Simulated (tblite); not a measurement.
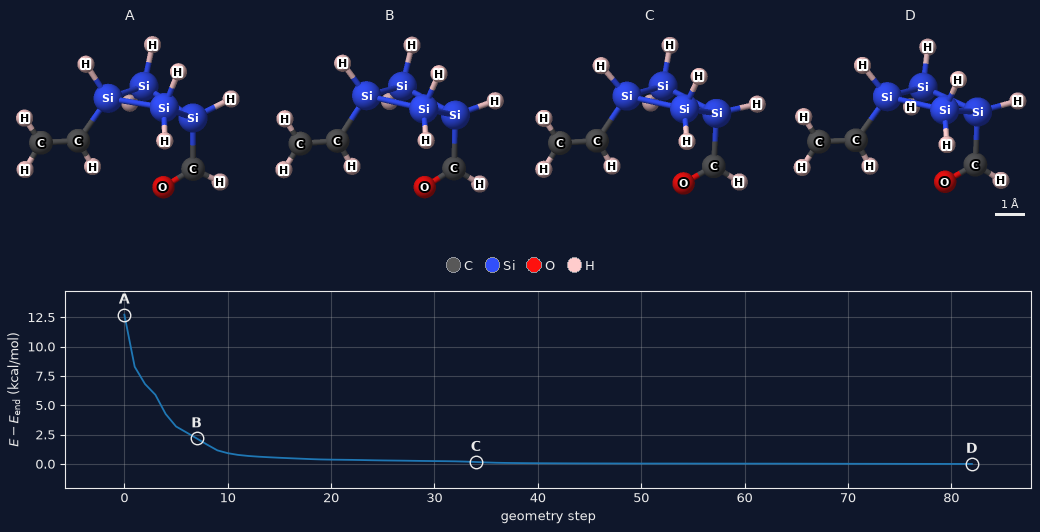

Frames of a relaxation of C3H10OSi4, marked on the history of the run. Style: ball-and-stick. Shown at a tilt.

The calculation used tblite, GFN2-xTB geometry optimisation, gas phase. 

**What happens along the run?**

After 82 geometry steps the energy has fallen by 12.7 kcal/mol. The largest moves after the best rigid fit, 0.43 Å, are those of H atoms. By element the largest moves are H 0.43 Å, Si 0.27 Å, O 0.20 Å, C 0.17 Å. Some distances before and after: Si–Si 2.264 → 2.368 Å, Si–Si 2.294 → 2.375 Å, C–Si 1.814 → 1.879 Å, C–Si 1.836 → 1.893 Å. Bond angles that change, for instance: Si–Si–H 113.7° → 126.6°, Si–Si–H 114.7° → 126.6°, Si–Si–C 111.6° → 102.1°. From step 0 to 7: an H atom moves most (0.17 Å), energy −10.6 kcal/mol. From step 7 to 34: H atoms move most (0.20 Å), energy −2.01 kcal/mol. From step 34 to 82: H atoms move most (0.15 Å), energy −0.17 kcal/mol.
